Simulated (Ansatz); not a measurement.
# Si2W (I4/mmm): modes against uniaxial strain along c, part 2 of 3

Wanted: the shifts of the zone-centre modes of Si2W (I4/mmm) with strain.

Ansatz 0.2.0; DFT PBEsol, scalar-relativistic, plane waves, PAW; PAW set soft_1.

So far. Step 3 (Tight relaxation): The largest force component left is 0.18 meV/Å and the pressure is 0.000 GPa, within the tolerances set. The cell now holds 13.36 Å³/atom.

### 4. Modes at rest

The force constants come from the linear response of the density to a displacement.

The modes at rest are the reference of the series.

File input.yaml:

```yaml
crystal:
  lattice:
    - [-1.6014718129, 1.6014718129, 3.9079583359]
    - [1.6014718129, -1.6014718129, 3.9079583359]
    - [1.6014718129, 1.6014718129, -3.9079583359]
  atoms:
    - { symbol: Si, position: [0.3345353614, 0.3345353614, 0.0] }
    - { symbol: Si, position: [0.6654646386, 0.6654646386, 0.0] }
    - { symbol: W, position: [0.0, 0.0, 0.0] }
kpoints:
  mp_grid: { grid: [20, 20, 20] }
hamiltonian:
  xc: pbesol
  pseudopotentials: { kind: paw, azcp: { folder: soft_1 }, xc_functional: pbe }
scf:
  occupations: { method: methfessel_paxton, width: 0.2 }
output:
  eigenvalues: true
phonons:
  method: dfpt
```

Run with:

```bash
$ ansatz run input.yaml --threads 4 --pin off --max-ram 10240MiB --backend cpu --events-out ev --progress --plain --runs-dir out
```

Numbers of over 12 decimals in the logs are rounded to 6 here.

The log of the run:

```text
zone centre: on kpoints.mp_grid the ground state, and the responses unless they are solved on pairs of k-points, stand on 1166 of the mesh's 8000 k-points, reduced under 4 symmetry operations, with k and −k counted as one. Each operation leaves every solved displacement unchanged or reverses it
[...]
Crystal: 3 atoms, lattice volume = 40.091 Å³
Basis set: ecut = 420 eV, 769 PW (Γ), exchange–correlation on 64×64×64 points (8 copies of the dense FFT grid, shifted against one another)
Bands: 15, of which v1, the nominal top of the filled ones, is band 11 counted from 1 (10 counted from 0)
Symmetry: 16 space group operations
k-points: 1166 of 8000 (irreducible under 4 space group operations, time reversal used)
[...]
SCF iter   1: F=—  HF=-11502.241113 eV  |F-HF|=—  |Δ(HF+E_count)|=         —  Δρ=4.97e-2  dr2=9.78e-1  ethr=3.10e-3  ⟨swp⟩=5.3  Hψ=101972  notcnv=0
[...]
SCF iter   9: F=-11501.910907 eV  HF=-11501.910907 eV  |F-HF|=1.82e-12  |Δ(HF+E_count)|=  3.64e-12  S|Δr|=    0.00e0  Δρ=3.08e-8  dr2=5.39e-13  ethr=1.00e-12  ⟨swp⟩=5.2  Hψ=72977  notcnv=0
SCF 1 converged in 9 iterations: F = -11501.910907 eV  dr2 = 5.39e-13
[...]
DFPT response loops at Γ: preconditioner auto → Kerker (q_TF=auto, 2.469 Å⁻¹) (partly filled bands, converged f_vac=0.000); β = 1.00, the filter's whole step (`scf.mixing.beta` (0.50) is not read by the response loops under this deck's `scf.mixing.preconditioner`; to damp them name `kerker` or `kerker_dos`, under which they read `scf.mixing.beta`, and type it under 1.00, their step now; both keys bind the ground state too); Broyden in place of MSR1
SCF converged after 9 iterations
[...]
Free energy (F): -11501.910907 eV
[...]
Internal energy: -11501.911976 eV  (E = F + TS)
E sigma→0 (E₀):  -11501.911174 eV
Entropy (-TS):   0.001069 eV (0.356 meV/atom)
Fermi energy:    16.699239 eV
[...]
--- Band table (eV; the first three rows and the last of 1166) ---
  k-point 0: bands = [... 7 lower, 13.3200, 13.8545, 13.8545, 17.3462, 19.5383, 19.5972, 19.8483, 19.8483]
  k-point 1: bands = [... 7 lower, 13.3397, 13.6353, 14.1838, 16.9185, 19.4088, 19.8589, 19.9098, 19.9319]
  k-point 2: bands = [... 7 lower, 13.0952, 13.4011, 14.6684, 15.9504, 19.2005, 20.0757, 20.1148, 20.4343]
  k-point 1165: bands = [... 7 lower, 14.1012, 15.8995, 15.8995, 16.2048, 16.2048, 17.5248, 21.2373, 21.6898]
--- Phonons (Γ-DFPT): 4 representative perturbations + reference, on 1166 of 8000 k-points (Σ response iterations 12) ---
  k mesh reduced under 4 symmetry operations, with k and −k counted as one. Each operation leaves every solved displacement unchanged or reverses it
  ASR residual: 1.183e-5 → 0.000e0 eV/Å²; symmetrization residual: 1.644e-6 eV/Å²
  ASR residual per site (eV/Å²): 6.90e-6 6.90e-6 1.18e-5
  Γ frequencies (cm⁻¹): 0.00 0.00 0.00 262.19 262.19 305.43 341.06 341.06 449.04
  non-analytic LO–TO correction: not included (Born effective charges unavailable; polar crystals: no LO–TO splitting at Γ)
```

Wall time 98 s (4 threads of Arm Neoverse V1, shared host); peak memory 2.1 GiB.

The column dr2 measures how far the density is from self-consistency, as an energy; F and HF (Harris–Foulkes) agree once it is small.

Numbers from this step:

```yaml
sum_rule_residual_before_enforcement: 1.18e-5 eV/Å²
point_group: 4/mmm
highest_optical_mode_at_the_zone_centre_no_lo_to_term: 449.0 cm⁻¹
lowest_optical_zone_centre_mode: 262.2 cm⁻¹
```

Patterns of degenerate modes are one choice out of their space. The modes at Γ (shares of kinetic energy by element, %):

```csv
mode,frequency (cm⁻¹),symmetry,Si %,W %
1,0.0,acoustic,23,77
2,0.0,acoustic,23,77
3,0.0,acoustic,23,77
4,262.2,Eu,77,23
5,262.2,Eu,77,23
6,305.4,A2u,77,23
7,341.1,Eg,100,0
8,341.1,Eg,100,0
9,449.0,A1g,100,0
```

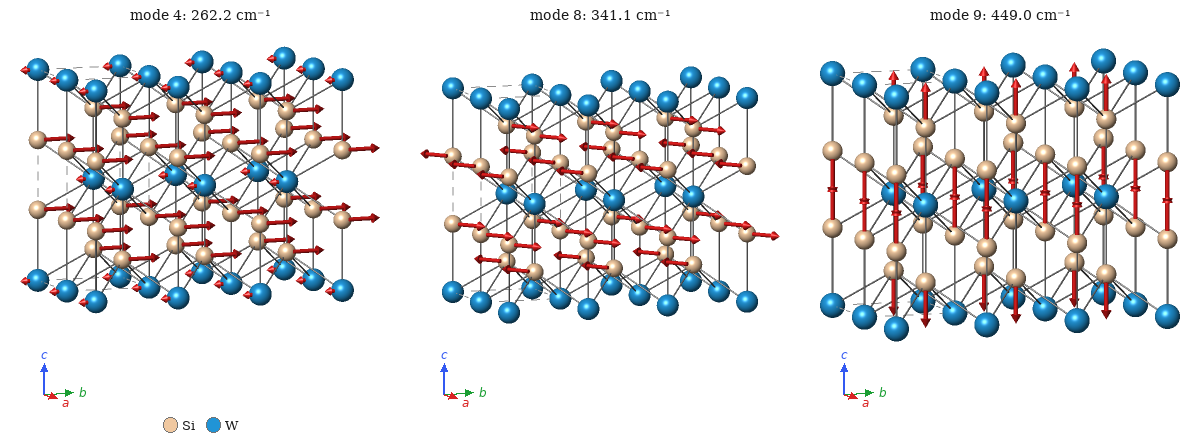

Displacement patterns of modes 4, 8 and 9 at Γ; arrows are exaggerated. 2×3×1 conventional cells are drawn. Some periodic images of atoms are drawn too.

Before it was imposed, the acoustic sum rule was missed by 1.2e-5 eV/Å². Small misses are needed for a sound result but don't prove that mesh and cutoff are converged. The lowest optical mode is real, 262 cm⁻¹.

### 5. Relaxation of a member: uniaxial strain of +4 % along c

The cell takes a uniaxial strain of +4 % along c. The strained length and the angles are held, while the rest of the cell and the atoms relax.

input.yaml, the sections that differ from step 4:

```yaml
crystal:
  lattice:
    - [-1.593141209, 1.593141209, 4.0642766694]
    - [1.593141209, -1.593141209, 4.0642766694]
    - [1.593141209, 1.593141209, -4.0642766694]
  atoms:
    - { symbol: Si, position: [0.3351262128, 0.3351262128, 0.0] }
    - { symbol: Si, position: [0.6648737872, 0.6648737872, 0.0] }
    - { symbol: W, position: [0.0, 0.0, 0.0] }
  conventional_axes: [[0, 1, 1], [1, 0, 1], [1, 1, 0]]
output:
  forces: true
  stress: true
  eigenvalues: true
relax:
  adjacent_minimum: "off"
  f_tol: 0.001
  max_steps: 60
  cell: { stress_tol: 0.01, fix: [c, angles] }
# kpoints, hamiltonian, scf: as in step 4
# phonons: removed
```

The log of the run:

```text
[...]
--- Relaxed structure (5 steps of the walk, 5 accepted, 1 SCFs on fresh bases) ---
[...]
cell:  # Å, volume = 41.1188 Å³
    - [-1.590372, 1.590372, 4.0642766694]
    - [1.590372, -1.590372, 4.0642766694]
    - [1.590372, 1.590372, -4.0642766694]
  atoms:
    - { symbol: Si, position: [0.335380, 0.335380, 0] }
    - { symbol: Si, position: [0.664620, 0.664620, 0] }
    - { symbol: W, position: [0, 0, 0] }
[key lines of the parts left out:]
SCF converged after 5 iterations
Free energy (F): -11501.818671 eV
Fermi energy:    16.307798 eV
P = ⅓ Tr σ = -5.7922 GPa (-57.922 kbar)
```

Wall time 33 s (4 threads); peak memory 0.66 GiB; 2.1 min of CPU time.

Relaxation path:

```csv
step,energy less that of the first step (eV),largest force component (eV/Å),pressure (GPa),volume (Å³)
1,0.0000,0.0420,-6.57,41.26
2,-0.0004,0.0052,-5.33,41.03
3,-0.0006,0.0059,-5.79,41.12
4,-0.0006,0.0020,-5.79,41.12
5,-0.0006,0.0000,-5.79,41.12
6*,-0.0005,0.0000,-5.79,41.12
```

Relaxation steps marked * repeat the geometry before them on a plane-wave basis chosen anew for their cell, so energy and pressure can jump there.

Forces are held to the 16 operations that the run works with; a distortion that breaks them can't arise in this run.

```csv
"conventional cell, symmetrised",before,after,change
a (Å),3.186,3.181,-0.2 %
b (Å),3.186,3.181,-0.2 %
c (Å),8.129,8.129,+0.0 %
volume (Å³/atom),13.75,13.71,-0.3 %
```

The relaxed structure:

```xyz
3
Lattice="-1.5904 1.5904 4.0643 1.5904 -1.5904 4.0643 1.5904 1.5904 -4.0643" Properties=species:S:1:pos:R:3 pbc="T T T"
Si    0.0000    0.0000    2.7262
Si    0.0000    0.0000    5.4024
W     0.0000    0.0000    0.0000
```

This step gave:

* pressure: -5.792 GPa
* volume per atom: 13.71 Å³

The largest force component left is 0.023 meV/Å.

### 6. Modes of this member: uniaxial strain of +4 % along c

The zone-centre modes follow for uniaxial strain of +4 % along c.

input.yaml, the sections that differ from step 5:

```yaml
crystal:
  lattice:
    - [-1.5903722315, 1.5903722315, 4.0642766694]
    - [1.5903722315, -1.5903722315, 4.0642766694]
    - [1.5903722315, 1.5903722315, -4.0642766694]
  atoms:
    - { symbol: Si, position: [0.3353800283, 0.3353800283, 0.0] }
    - { symbol: Si, position: [0.6646199717, 0.6646199717, 0.0] }
    - { symbol: W, position: [0.0, 0.0, 0.0] }
output:
  eigenvalues: true
phonons:
  method: dfpt
# kpoints, hamiltonian, scf: as in step 5
# relax: removed
```

The log of the run:

```text
[...]
Crystal: 3 atoms, lattice volume = 41.119 Å³
Basis set: ecut = 420 eV, 793 PW (Γ), exchange–correlation on 64×64×64 points (8 copies of the dense FFT grid, shifted against one another)
Bands: 15, of which v1, the nominal top of the filled ones, is band 11 counted from 1 (10 counted from 0)
Symmetry: 16 space group operations
k-points: 1166 of 8000 (irreducible under 4 space group operations, time reversal used)
[...]
SCF iter   1: F=—  HF=-11502.152703 eV  |F-HF|=—  |Δ(HF+E_count)|=         —  Δρ=4.89e-2  dr2=1.01e0  ethr=3.10e-3  ⟨swp⟩=5.3  Hψ=101608  notcnv=0
[...]
SCF iter   9: F=-11501.818671 eV  HF=-11501.818671 eV  |F-HF|=1.82e-12  |Δ(HF+E_count)|=  7.28e-12  S|Δr|=    0.00e0  Δρ=2.74e-8  dr2=3.73e-13  ethr=1.00e-12  ⟨swp⟩=5.2  Hψ=72913  notcnv=0
SCF 1 converged in 9 iterations: F = -11501.818671 eV  dr2 = 3.73e-13
[...]
SCF converged after 9 iterations
[...]
Free energy (F): -11501.818671 eV
[...]
Internal energy: -11501.819827 eV  (E = F + TS)
E sigma→0 (E₀):  -11501.818960 eV
Entropy (-TS):   0.001157 eV (0.386 meV/atom)
Fermi energy:    16.307798 eV
[...]
--- Band table (eV; the first three rows and the last of 1166) ---
  k-point 0: bands = [... 7 lower, 12.8911, 13.6996, 13.6996, 17.1159, 19.2498, 19.2941, 19.6011, 19.6011]
  k-point 1: bands = [... 7 lower, 12.9132, 13.4705, 13.8655, 16.6957, 19.0672, 19.5305, 19.6518, 19.6955]
  k-point 2: bands = [... 7 lower, 12.9097, 12.9812, 14.1766, 15.7387, 18.7832, 19.7864, 19.8949, 19.9806]
  k-point 1165: bands = [... 7 lower, 13.8097, 15.7148, 15.7148, 15.7749, 15.7749, 17.2438, 19.8841, 20.6672]
[...]
ASR residual: 5.949e-6 → 0.000e0 eV/Å²; symmetrization residual: 1.638e-6 eV/Å²
  ASR residual per site (eV/Å²): 5.95e-6 5.95e-6 2.05e-6
  Γ frequencies (cm⁻¹): 0.00 0.00 0.00 258.40 258.40 262.46 330.48 330.48 392.43
[...]
```

Wall time 1.7 min (4 threads); peak memory 2.1 GiB.

This step gave:

- sum-rule residual before enforcement: 5.95e-6 eV/Å²
- highest optical mode at the zone centre (no LO-TO term): 392.4 cm⁻¹
- lowest optical zone-centre mode: 258.4 cm⁻¹

Patterns of degenerate modes are one choice out of their space. Modes at Γ, with each element's share of the kinetic energy:

```csv
mode,frequency (cm⁻¹),symmetry,Si %,W %
1,0.0,acoustic,23,77
2,0.0,acoustic,23,77
3,0.0,acoustic,23,77
4,258.4,Eu,77,23
5,258.4,Eu,77,23
6,262.5,A2u,77,23
7,330.5,Eg,100,0
8,330.5,Eg,100,0
9,392.4,A1g,100,0
```

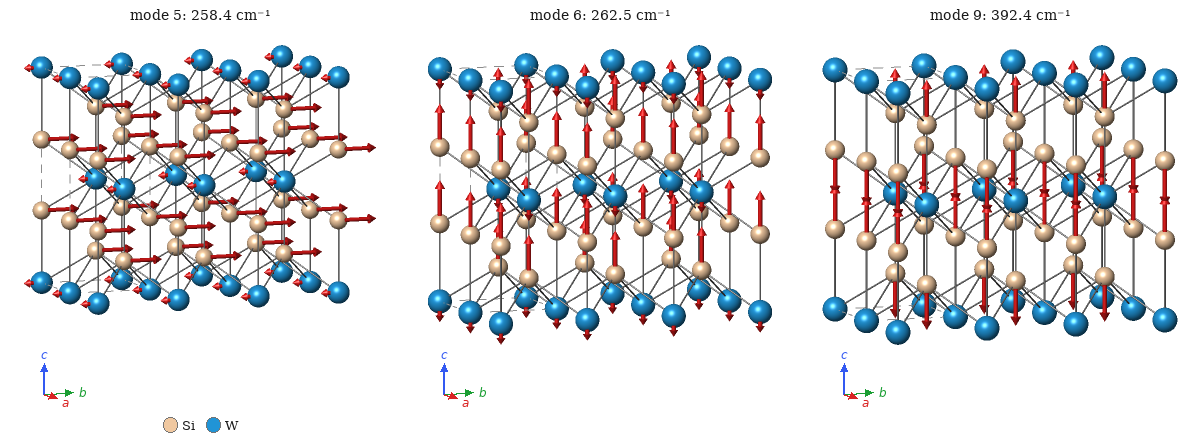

Displacement patterns of modes 5, 6 and 9 at Γ; arrows are exaggerated. 2×3×1 conventional cells are drawn. Some periodic images of atoms are drawn too.

The lowest optical mode is real, 258 cm⁻¹, and the highest lies at 392.4 cm⁻¹.

Between step 4 and this run (strain 4 %) the value for the highest optical mode at the zone centre (no LO-TO term) moves from 449 cm⁻¹ to 392 cm⁻¹ (-13 %).

### 7. Relaxation of a member: uniaxial strain of -4 % along c

The cell takes a uniaxial strain of -4 % along c. The strained length and the angles are held, while the rest of the cell and the atoms relax.

input.yaml, the sections that differ from step 6:

```yaml
crystal:
  lattice:
    - [-1.6101197178, 1.6101197178, 3.7516400023]
    - [1.6101197178, -1.6101197178, 3.7516400023]
    - [1.6101197178, 1.6101197178, -3.7516400023]
  atoms:
    - { symbol: Si, position: [0.3342807255, 0.3342807255, 0.0] }
    - { symbol: Si, position: [0.6657192745, 0.6657192745, 0.0] }
    - { symbol: W, position: [0.0, 0.0, 0.0] }
  conventional_axes: [[0, 1, 1], [1, 0, 1], [1, 1, 0]]
output:
  forces: true
  stress: true
  eigenvalues: true
relax:
  adjacent_minimum: "off"
  f_tol: 0.001
  max_steps: 60
  cell: { stress_tol: 0.01, fix: [c, angles] }
# kpoints, hamiltonian, scf: as in step 6
# phonons: removed
```

The log of the run:

```text
[...]
Crystal: 3 atoms, lattice volume = 38.904 Å³
Basis set: ecut = 420 eV, 777 PW (Γ), exchange–correlation on 60×60×60 points (8 copies of the dense FFT grid, shifted against one another)
Bands: 15, of which v1, the nominal top of the filled ones, is band 11 counted from 1 (10 counted from 0)
Symmetry: 16 space group operations
[...]
k-points: 641 of 8000
[...]
--- Relaxed structure (4 steps of the walk, 4 accepted, 1 SCFs on fresh bases) ---
[...]
cell:  # Å, volume = 39.0487 Å³
    - [-1.613105, 1.613105, 3.7516400023]
    - [1.613105, -1.613105, 3.7516400023]
    - [1.613105, 1.613105, -3.7516400023]
  atoms:
    - { symbol: Si, position: [0.334279, 0.334279, 0] }
    - { symbol: Si, position: [0.665721, 0.665721, 0] }
    - { symbol: W, position: [0, 0, 0] }
[key lines of the parts left out:]
SCF converged after 4 iterations
Free energy (F): -11501.791293 eV
Fermi energy:    17.066296 eV
P = ⅓ Tr σ = 8.3370 GPa (83.370 kbar)
```

The job ended after 29 s (4 threads; peak memory 0.65 GiB; 1.9 min of CPU time).

The steps of the relaxation:

```csv
step,energy less that of the first step (eV),largest force component (eV/Å),pressure (GPa),volume (Å³)
1,0.0000,0.0090,9.25,38.90
2,-0.0004,0.0101,7.98,39.11
3,-0.0005,0.0019,8.33,39.05
4,-0.0005,0.0006,8.34,39.05
5*,-0.0005,0.0006,8.34,39.05
```

Relaxation steps marked * repeat the geometry before them on a plane-wave basis chosen anew for their cell, so energy and pressure can jump there.

The run keeps the 16 symmetry operations that it works with, so distortions that break them were not tested.

```csv
"conventional cell, symmetrised",before,after,change
a (Å),3.220,3.226,+0.2 %
b (Å),3.220,3.226,+0.2 %
c (Å),7.503,7.503,-0.0 %
volume (Å³/atom),12.97,13.02,+0.4 %
```

Final coordinates:

```cif
data_structure
_symmetry_space_group_name_H-M 'P 1'
_symmetry_Int_Tables_number 1
_cell_length_a 4.3908
_cell_length_b 4.3908
_cell_length_c 4.3908
_cell_angle_alpha 136.891
_cell_angle_beta 136.891
_cell_angle_gamma 62.605
_cell_volume 39.05
loop_
_atom_site_label
_atom_site_type_symbol
_atom_site_fract_x
_atom_site_fract_y
_atom_site_fract_z
_atom_site_occupancy
Si1 Si 0.33428 0.33428 0.00000 1
Si2 Si 0.66572 0.66572 0.00000 1
W3 W 0.00000 0.00000 0.00000 1
```

This step gave:

| Quantity | Value |
| --- | --- |
| pressure | 8.337 GPa |
| volume per atom | 13.02 Å³ |

The largest force component left is 0.57 meV/Å.

(Continued in part 3 of 3.)

[Logs are printed without paths, hosts, clocks, repeated set-up lines and the standing remarks that a program may print on its own settings, such as how far it seeks lower states.]

[Hosts, paths, dates, database ids (printed as entryN), source tags and the programs' standing remarks are cut or masked in the printed files.]
